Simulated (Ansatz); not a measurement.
# BHLYP/STO-3G run of SnTe (SMILES [Sn][Te])

Aim: the electronic atomisation energy of SnTe at BHLYP/STO-3G, from 3 runs. 

The results are computed with Ansatz 0.2.0.

45 further runs of the same task are left out: 16 that didn't finish, 29 set aside as unsound or not needed.

## (1) Starting point

SnTe has 2 atoms, charge 0, and is taken as a singlet. SMILES: `[Sn][Te]`. The shape is that of a PBE0-D4/def2-TZVP optimisation.

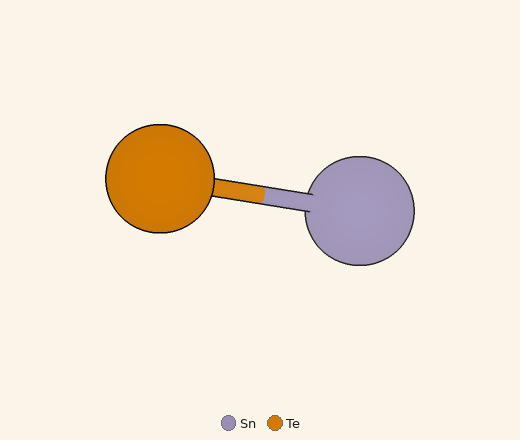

Viewed from a chosen angle; tin purple, tellurium orange.

## (2) A single-point energy at BHLYP/STO-3G

The input, input.yaml:

```yaml
crystal:
  periodic: [false, false, false]
  atoms:
    - {symbol: Sn, position_ang: [0.000000, 0.000000, 0.009440]}
    - {symbol: Te, position_ang: [-0.000000, -0.000000, 2.527330]}
basis:
  gaussian:
    orbitals: STO-3G
hamiltonian:
  xc: {name: BHLYP}
accuracy: high
```

Command:

```console
$ ansatz run input.yaml --threads 1 --pin off --max-ram 3480MiB --events-out events.jsonl --progress --plain --runs-dir runs
```

Log:

```text
Warning: RAYON_NUM_THREADS=1 ignored (pool sized by the plan → 1); use --threads N
Functional definition: BHLYP
  name "BHLYP"
  parameter a = 0.5
  exchange = (1 - a)*b88_x + a*exact_x
  correlation = lyp_c
827 factors; integrals over basis functions are off by at most 4.7e-9 eV
mean field evaluation 1: about -340546.4955 eV, gradient 1.8e1 eV
mean field evaluation 2: about -340530.9054 eV, gradient 5.9e1 eV
mean field evaluation 4: about -340549.4964 eV, gradient 4.1e-1 eV
mean field evaluation 8: about -340549.5147 eV, gradient 2.1e-3 eV
mean field evaluation 16: about -340549.5147 eV, gradient 9.9e-9 eV
mean field -340549.51473282 eV, -12514.9638336794 hartree, gradient 9.9e-9 eV, S^2 0.000000; 0 other end points of the search recorded, 0 dependent functions left out
reference -340549.51475198 eV, -12514.9638343836 hartree; 51, 51 occupied and 3, 3 virtual orbitals, 827 factors
Total energy: -340549.51475198 eV, -12514.9638343836 hartree
```

It took 2.2 s on 1 thread of AMD EPYC 9R14 (Zen 4), shared host; peak memory 0.19 GiB.

## (3) The Sn atom, same level

The input, input.yaml:

```yaml
basis:
  gaussian:
    orbitals: STO-3G
crystal:
  periodic: [false, false, false]
  atoms:
    - {symbol: Sn, position_ang: [0.000000, 0.000000, 0.000000]}
accuracy: high
hamiltonian:
  xc: {name: BHLYP}
magnetization:
  spin_polarized: true
  initial_magnetization: 2
```

Run the same way, it converges to -5965.37809 Eh (log not shown).

## (4) The Te atom at the same level

The input, molecule.yaml:

```yaml
crystal:
  periodic: [false, false, false]
  atoms:
    - {symbol: Te, position_ang: [0.000000, 0.000000, 0.000000]}
basis:
  gaussian:
    orbitals: STO-3G
magnetization:
  spin_polarized: true
  initial_magnetization: 2
hamiltonian:
  xc: {name: BHLYP}
accuracy: high
```

Run the same way, it converges to -6549.38814 Eh (log not shown).

## (5) Summary of results

Level: BHLYP/STO-3G.

| quantity | value |
| --- | --- |
| molecule: total energy | -12514.96383 Eh |
| Sn atom: total energy | -5965.37809 Eh |
| Sn atom: ⟨S²⟩ | 2.000 |
| Te atom: total energy | -6549.38814 Eh |
| Te atom: ⟨S²⟩ | 2.000 |
| electronic atomisation energy | 5.377 eV |

In words: Taking the molecule apart into free atoms costs 5.38 eV (519 kJ/mol), before zero-point energy and without spin-orbit coupling. In a minimal basis such a difference can be off by several eV, whatever the method. Relativity is left out (molecule) although the molecule holds a heavy atom. Relativity is left out (Sn atom) although the molecule holds a heavy atom. Relativity is left out (Te atom) although the molecule holds a heavy atom.
